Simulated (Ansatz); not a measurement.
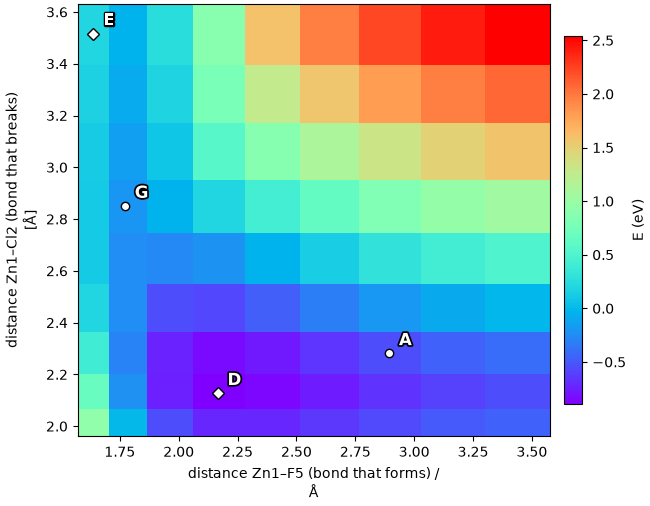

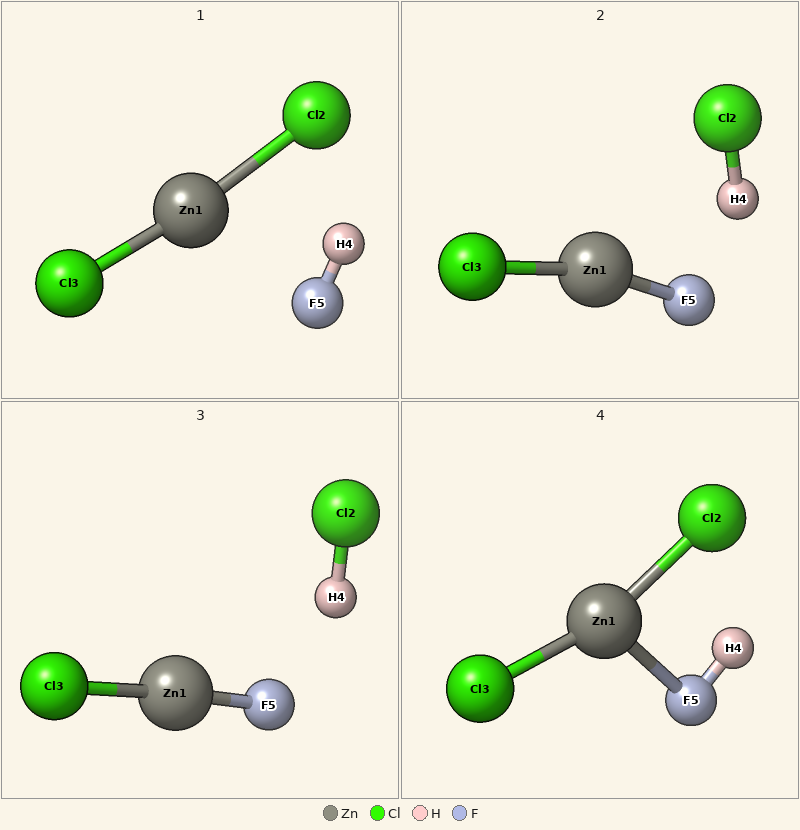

The reacting system Cl2FHZn (fragments Cl₂Zn + FH where the first distance is long, ClFZn + ClH where the second is long). First axis: distance Zn1–F5 (bond that forms). Second axis: distance Zn1–Cl2 (bond that breaks). Relaxed at each point: all other coordinates. The scan uses a 9 × 9 grid. Points are written as (first, second). Energies are in eV, from a guessed transition structure relaxed with its forming and breaking bonds held. The reference is spin-restricted, so regions where a bond is pulled apart into radicals lie too high. Level of theory: RKS PBE0-D4/def2-SVP (Ansatz).

Drawn: one coloured cell a grid point, lettered points. The numbered pictures are the structures at these points, in random order.

Question: Which structure belongs to which point?

Answer: A is structure 1: (2.894 Å, 2.281 Å), −0.54 eV; D is structure 4: (2.166 Å, 2.127 Å), −0.89 eV; E is structure 3: (1.638 Å, 3.516 Å), 0.19 eV; G is structure 2: (1.772 Å, 2.850 Å), −0.20 eV.
